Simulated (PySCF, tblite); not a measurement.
# C4H11BO: a rotation path, then NMR shifts on frames, part 2 of 2

tblite 0.8.0 and PySCF 2.14.0. Atoms count from 0.

## (5) Shielding tensors: image 4, PBE0/pcSseg-1

What the job is given:

```
{"job": {"kind": "nmr", "xc": "PBE0", "basis": "pcSseg-1", "pop": false}, "charge": 0, "multiplicity": 1}
C      2.509800    -0.883100    -0.182500
O      1.213900    -0.962500    -0.700400
C      0.506500     0.285400    -0.732300
B     -0.884500     0.287200     0.034700
C     -1.365400    -1.015600     0.765800
C     -1.744400     1.607100     0.048100
H      2.924700    -1.889400    -0.227600
H      3.146100    -0.207600    -0.771100
H      2.510400    -0.542900     0.862100
H      1.149100     1.084500    -0.339400
H      0.349300     0.541300    -1.792100
H     -2.279000    -0.903400     1.343600
H     -0.589800    -1.409000     1.420700
H     -1.529900    -1.797200     0.024700
H     -1.384900     2.383100    -0.623700
H     -1.752500     2.026800     1.054100
H     -2.786300     1.407400    -0.194700
```

Level: GIAO PBE0/pcSseg-1 NMR shielding, non-relativistic, gas phase.

What it wrote:

```text
coarse grid: 13336 points
cycle   1  E = -258.6257603612  dE =  3.967e-01  |g| = 6.479e-01  |ddm| = 3.348e+00
cycle   2  E = -258.5690405793  dE =  5.672e-02  |g| = 8.569e-01  |ddm| = 1.403e+00
cycle   3  E = -258.7166028825  dE = -1.476e-01  |g| = 1.087e-01  |ddm| = 8.954e-01
cycle   4  E = -258.7186565718  dE = -2.054e-03  |g| = 3.068e-02  |ddm| = 8.762e-02
cycle   5  E = -258.7188671605  dE = -2.106e-04  |g| = 4.008e-03  |ddm| = 2.689e-02
cycle   6  E = -258.7188703691  dE = -3.209e-06  |g| = 9.736e-04  |ddm| = 3.759e-03
final grid: 126344 points
cycle   7  E = -258.7622003874  dE = -3.025e-05  |g| = 1.194e-02  |ddm| = 2.300e-02
cycle   8  E = -258.7621801698  dE =  2.022e-05  |g| = 1.608e-02  |ddm| = 1.779e-02
cycle   9  E = -258.7622293047  dE = -4.913e-05  |g| = 1.643e-03  |ddm| = 1.080e-02
cycle  10  E = -258.7622298699  dE = -5.652e-07  |g| = 6.806e-05  |ddm| = 1.486e-03
cycle  11  E = -258.7622298708  dE = -8.900e-10  |g| = 3.658e-05  |ddm| = 1.069e-04
cycle  12  E = -258.7622298711  dE = -3.143e-10  |g| = 1.023e-05  |ddm| = 3.918e-05
converged SCF energy = -258.7622298711

GIAO shielding tensors (ppm)
atom      isotropic    diamagn.    paramagn.     s11        s22        s33       span
  0 C      123.955     243.937    -119.983     89.077    100.598    182.188     93.111
  1 O      340.818     397.874     -57.056    300.925    344.659    376.871     75.946
  2 C      105.723     251.038    -145.315     71.464     83.058    162.648     91.184
  3 B        9.240     188.053    -178.814    -51.803    -37.685    117.207    169.009
  4 C      173.786     252.540     -78.753    151.375    182.069    187.916     36.542
  5 C      175.413     253.278     -77.864    154.426    183.462    188.351     33.925
  6 H       27.921      28.508      -0.588     24.035     25.374     34.353     10.317
  7 H       28.357      28.779      -0.422     24.686     25.960     34.425      9.740
  8 H       28.489      30.548      -2.060     24.402     26.810     34.253      9.851
  9 H       28.596      33.115      -4.519     24.789     27.310     33.688      8.899
 10 H       27.261      31.392      -4.130     22.476     26.493     32.815     10.339
 11 H       30.818      30.688       0.130     27.170     29.660     35.624      8.454
 12 H       30.510      32.008      -1.498     25.832     30.396     35.302      9.470
 13 H       30.717      30.849      -0.131     26.104     29.858     36.190     10.086
 14 H       31.002      31.400      -0.398     27.109     30.232     35.665      8.556
 15 H       31.103      30.275       0.828     27.571     29.038     36.701      9.130
 16 H       30.817      29.712       1.104     26.915     29.276     36.259      9.344
```

Run time: 23 s. Hardware: 1 thread, shared host.

This run: δ C2 81.2, C0 63.0, C4 13.1, C5 11.5, H10 4.46, H6 3.80 ppm.

## (6) Shielding tensors: image 6, PBE0/pcSseg-1

What the job is given:

```
{"job": {"kind": "nmr", "xc": "PBE0", "basis": "pcSseg-1", "pop": false}, "charge": 0, "multiplicity": 1}
C      2.324200    -0.897900    -0.060300
O      1.301400    -0.856100    -1.012600
C      0.495800     0.325000    -0.939900
B     -0.778100     0.298100     0.009300
C     -1.193600    -1.012600     0.772900
C     -1.669600     1.595100     0.096000
H      2.809400    -1.867500    -0.165000
H      3.065200    -0.104300    -0.237200
H      1.943400    -0.791200     0.962700
H      1.145500     1.189700    -0.729300
H      0.138500     0.478100    -1.967300
H     -2.074300    -0.902200     1.400600
H     -0.388700    -1.406200     1.390700
H     -1.400400    -1.794800     0.042500
H     -1.387900     2.379000    -0.603200
H     -1.617800     2.019100     1.098600
H     -2.720100     1.360600    -0.068400
```

Method: GIAO PBE0/pcSseg-1 NMR shielding, non-relativistic, gas phase.

What it wrote:

```text
coarse grid: 13336 points
cycle   1  E = -258.6279869884  dE =  3.971e-01  |g| = 6.425e-01  |ddm| = 3.351e+00
cycle   2  E = -258.5737292437  dE =  5.426e-02  |g| = 8.468e-01  |ddm| = 1.405e+00
cycle   3  E = -258.7172173561  dE = -1.435e-01  |g| = 1.096e-01  |ddm| = 8.968e-01
cycle   4  E = -258.7193099551  dE = -2.093e-03  |g| = 3.116e-02  |ddm| = 9.106e-02
cycle   5  E = -258.7195270899  dE = -2.171e-04  |g| = 4.050e-03  |ddm| = 2.783e-02
cycle   6  E = -258.7195303415  dE = -3.252e-06  |g| = 9.096e-04  |ddm| = 3.799e-03
final grid: 126344 points
cycle   7  E = -258.7629293286  dE = -3.148e-05  |g| = 1.217e-02  |ddm| = 2.504e-02
cycle   8  E = -258.7629068274  dE =  2.250e-05  |g| = 1.662e-02  |ddm| = 1.837e-02
cycle   9  E = -258.7629591602  dE = -5.233e-05  |g| = 1.671e-03  |ddm| = 1.145e-02
cycle  10  E = -258.7629597439  dE = -5.837e-07  |g| = 8.092e-05  |ddm| = 1.519e-03
cycle  11  E = -258.7629597453  dE = -1.331e-09  |g| = 3.663e-05  |ddm| = 1.199e-04
cycle  12  E = -258.7629597456  dE = -3.232e-10  |g| = 1.127e-05  |ddm| = 4.421e-05
converged SCF energy = -258.7629597456

GIAO shielding tensors (ppm)
atom      isotropic    diamagn.    paramagn.     s11        s22        s33       span
  0 C      124.792     245.335    -120.543     92.474    100.223    181.679     89.205
  1 O      332.074     396.194     -64.120    303.731    328.127    364.364     60.634
  2 C      105.902     249.981    -144.079     78.744     80.217    158.745     80.001
  3 B        8.589     188.576    -179.987    -50.097    -41.740    117.605    167.703
  4 C      174.964     252.740     -77.776    153.700    183.945    187.246     33.546
  5 C      174.393     253.403     -79.010    152.711    182.270    188.198     35.487
  6 H       27.879      28.733      -0.854     24.308     25.101     34.230      9.922
  7 H       28.477      29.248      -0.771     24.683     26.390     34.358      9.675
  8 H       28.589      31.551      -2.963     24.132     28.120     33.515      9.383
  9 H       28.242      32.157      -3.915     24.167     27.335     33.226      9.059
 10 H       27.505      30.932      -3.428     22.763     26.861     32.889     10.126
 11 H       30.745      30.928      -0.183     27.074     29.664     35.499      8.425
 12 H       30.534      31.959      -1.425     25.861     30.350     35.392      9.531
 13 H       30.659      30.884      -0.225     26.002     29.758     36.218     10.215
 14 H       30.974      31.319      -0.345     27.116     30.200     35.605      8.489
 15 H       31.083      30.402       0.681     27.531     29.128     36.590      9.059
 16 H       30.871      29.936       0.935     27.024     29.371     36.217      9.193
```

It took 23 s on 1 thread, shared host.

Key values: δ C2 81.0, C0 62.1, C5 12.5, C4 12.0, H10 4.21, H6 3.84 ppm.

## (7) Shielding tensors: image 8, PBE0/pcSseg-1

What the job is given:

```
{"job": {"kind": "nmr", "xc": "PBE0", "basis": "pcSseg-1", "pop": false}, "charge": 0, "multiplicity": 1}
C      2.217900    -0.900400    -0.076600
O      1.298800    -0.850100    -1.130600
C      0.446600     0.294200    -1.074100
B     -0.738300     0.288700    -0.015900
C     -1.127600    -1.019900     0.769100
C     -1.557000     1.618600     0.201900
H      2.801600    -1.809500    -0.212300
H      2.891400    -0.031600    -0.095900
H      1.719500    -0.928500     0.899400
H      1.072900     1.198700    -0.995300
H     -0.010200     0.340600    -2.071300
H     -2.205300    -1.152700     0.843900
H     -0.763800    -0.961300     1.796000
H     -0.703000    -1.920100     0.331200
H     -1.192100     2.465400    -0.374400
H     -1.553700     1.908100     1.252000
H     -2.604700     1.471900    -0.057000
```

Method: GIAO PBE0/pcSseg-1 NMR shielding, non-relativistic, gas phase.

What it wrote:

```text
coarse grid: 13336 points
cycle   1  E = -258.6280902402  dE =  4.009e-01  |g| = 6.388e-01  |ddm| = 3.351e+00
cycle   2  E = -258.5757161166  dE =  5.237e-02  |g| = 8.392e-01  |ddm| = 1.392e+00
cycle   3  E = -258.7163629992  dE = -1.406e-01  |g| = 1.102e-01  |ddm| = 8.843e-01
cycle   4  E = -258.7184735507  dE = -2.111e-03  |g| = 3.118e-02  |ddm| = 9.195e-02
cycle   5  E = -258.7186901697  dE = -2.166e-04  |g| = 4.147e-03  |ddm| = 2.807e-02
cycle   6  E = -258.7186935898  dE = -3.420e-06  |g| = 8.923e-04  |ddm| = 4.021e-03
final grid: 126344 points
cycle   7  E = -258.7634021606  dE = -3.541e-05  |g| = 1.227e-02  |ddm| = 2.505e-02
cycle   8  E = -258.7633789923  dE =  2.317e-05  |g| = 1.682e-02  |ddm| = 1.930e-02
cycle   9  E = -258.7634328150  dE = -5.382e-05  |g| = 1.700e-03  |ddm| = 1.173e-02
cycle  10  E = -258.7634334182  dE = -6.032e-07  |g| = 8.794e-05  |ddm| = 1.551e-03
cycle  11  E = -258.7634334197  dE = -1.505e-09  |g| = 4.083e-05  |ddm| = 1.333e-04
cycle  12  E = -258.7634334201  dE = -3.953e-10  |g| = 1.102e-05  |ddm| = 4.687e-05
converged SCF energy = -258.7634334201

GIAO shielding tensors (ppm)
atom      isotropic    diamagn.    paramagn.     s11        s22        s33       span
  0 C      125.109     246.313    -121.205     94.536     98.911    181.880     87.344
  1 O      325.822     395.071     -69.248    301.689    317.915    357.863     56.175
  2 C      105.643     249.675    -144.032     78.970     81.776    156.182     77.213
  3 B        8.509     188.726    -180.216    -51.345    -40.884    117.756    169.100
  4 C      177.274     253.140     -75.865    152.838    183.641    195.345     42.507
  5 C      175.316     253.333     -78.018    152.637    184.904    188.406     35.769
  6 H       27.878      28.838      -0.960     24.343     25.054     34.237      9.894
  7 H       28.641      29.768      -1.127     25.036     26.459     34.428      9.392
  8 H       28.634      31.970      -3.336     23.939     28.915     33.048      9.108
  9 H       28.046      31.852      -3.806     23.604     27.413     33.120      9.516
 10 H       27.553      30.493      -2.940     23.110     26.946     32.604      9.494
 11 H       30.880      30.524       0.356     26.647     29.387     36.606      9.960
 12 H       31.234      31.013       0.222     27.295     29.665     36.742      9.447
 13 H       30.018      32.120      -2.102     25.449     30.321     34.284      8.835
 14 H       30.941      31.400      -0.459     27.097     30.151     35.576      8.479
 15 H       30.987      30.568       0.419     27.267     29.494     36.199      8.932
 16 H       31.074      29.835       1.240     27.035     29.340     36.847      9.812
```

Wall time 23 s (1 thread, shared host).

This run: δ C2 81.3, C0 61.8, C5 11.6, C4 9.7, H10 4.16, H6 3.84 ppm.

## (8) Comparing the runs: NMR shifts

Shifts (ppm) of some atoms, chosen among heavy atoms and hydrogens apart, with basis size and wall time:

| frame | C0 | C4 | C5 | H12 | H13 | O1 | B3 | functions | time |
| --- | --- | --- | --- | --- | --- | --- | --- | --- | --- |
| image 0 | 63.7 | 12.5 | 11.7 | 1.27 | 0.96 | 13.7 | 88.7 | 157 | 23 s |
| image 2 | 63.3 | 13.1 | 11.5 | 1.33 | 0.92 | 6.0 | 89.3 | 157 | 23 s |
| image 4 | 63.0 | 13.1 | 11.5 | 1.21 | 1.00 | -4.7 | 90.8 | 157 | 23 s |
| image 6 | 62.1 | 12.0 | 12.5 | 1.18 | 1.06 | 4.0 | 91.5 | 157 | 23 s |
| image 8 | 61.8 | 9.7 | 11.6 | 0.48 | 1.70 | 10.3 | 91.6 | 157 | 23 s |

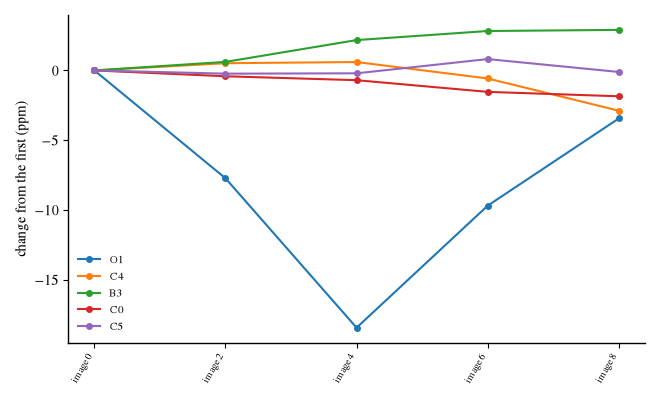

How five of the tabulated atoms move from run to run.

## (9) Outcome

What follows sums up all 2 parts.

| quantity | value |
| --- | --- |
| barrier | 0.106 eV (2.4 kcal/mol) at image 4 |
| end to end (GFN2-xTB) | 0.030 eV |
| 13C shifts against TMS (PBE0/pcSseg-1, image 0) | 81.8, 63.7, 12.5, 11.7 ppm |
| 1H shifts against TMS (PBE0/pcSseg-1, image 0) | 3.88, 3.68, 3.62, 3.24, 3.19, 1.27, 0.96, 0.94, 0.89, 0.73, 0.67 ppm |
| 17O shifts against H2O (PBE0/pcSseg-1, image 0) | 13.7 ppm |
| 11B shifts against BF3·OEt2 (PBE0/pcSseg-1, image 0) | 88.7 ppm |
| range of the shift of O1 | -4.7 to 13.7 ppm |

**Reading.** Along the band the dihedral turns by 102°, and the top (dihedral -124°) lies 2.4 kcal/mol above the start (GFN2-xTB, rough), so at room temperature this motion is fast. Ends this close can change order at a higher level. The top was not checked by a frequency run. Shifts at one fixed geometry are not the observed spectrum, which averages over the motion. In the first frame run (image 0): Shielding is most anisotropic at B3 (span 168 ppm, paramagnetic term -175 ppm). In ppm, O1 moves most: its shift spreads over 18.4 ppm, from -4.7 (image 4) to 13.7 (image 0).
